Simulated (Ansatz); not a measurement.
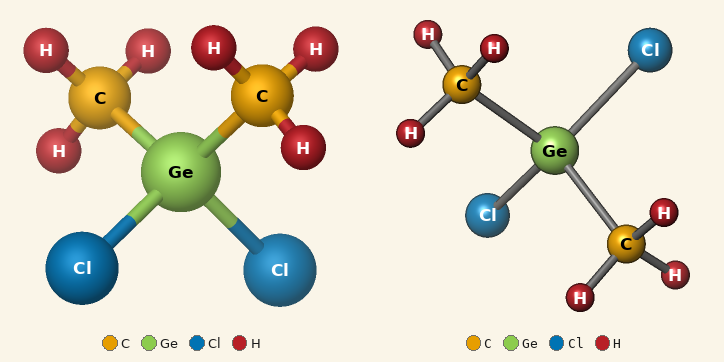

The same structure drawn twice, from different directions.

The geometry was computed by an optimisation with PBE0-D4/def2-TZVP.

Which formula does it have?

C₂H₆Cl₂Ge, 11 atoms: 2 carbon, 6 hydrogen, 2 chlorine and 1 germanium.

Which point group does it belong to?

C2v.

What is its SMILES?

[CH3][Ge]([CH3])([Cl])[Cl]

The parts below concern this one geometry. Atoms keep their numbers from picture to picture.

## Dipole moment

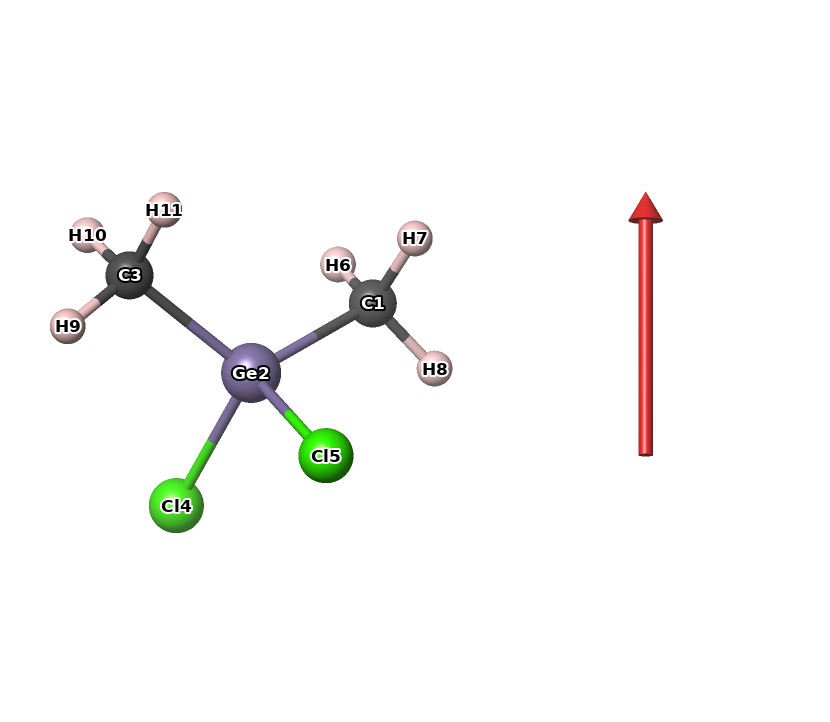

The arrow beside the molecule shows the direction of the dipole moment, from the negative to the positive end (its length means nothing). Method: RKS r2SCAN-D4/def2-TZVPP (Ansatz 0.2.0).

Estimate the dipole moment.

3.13 D; it points from the side of Cl4, Cl5 to the side of H6, H7, H10, H11 (the outermost atoms at the two ends).

## Charges

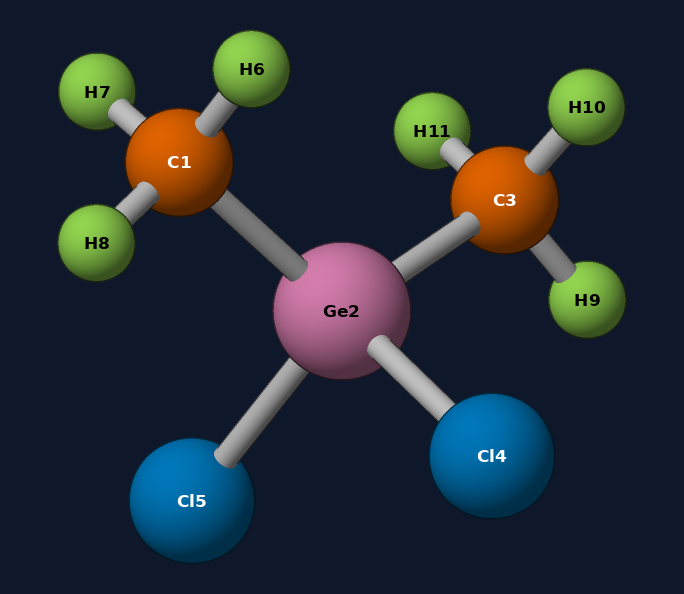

The questions are on Mulliken charges. Method: RKS PBE0-D4/def2-TZVP (Ansatz 0.2.0).

List the Mulliken charges.

```tsv
atom	value (e)
C1	−0.45
Ge2	0.62
C3	−0.45
Cl4	−0.33
Cl5	−0.33
H6	0.15
H7	0.15
H8	0.16
H9	0.16
H10	0.15
H11	0.15
```

## Electronic properties

Method: RKS PBE0-D4/def2-QZVPP (Ansatz 0.2.0).

Estimate the LUMO energy (Kohn–Sham orbital).

−0.12 eV.

What is the HOMO energy (Kohn–Sham orbital)?

−8.51 eV.

What is the dispersion correction?

−24.5 kJ/mol.

Mulliken values depend strongly on the basis set and can even reverse the polarity of a bond.
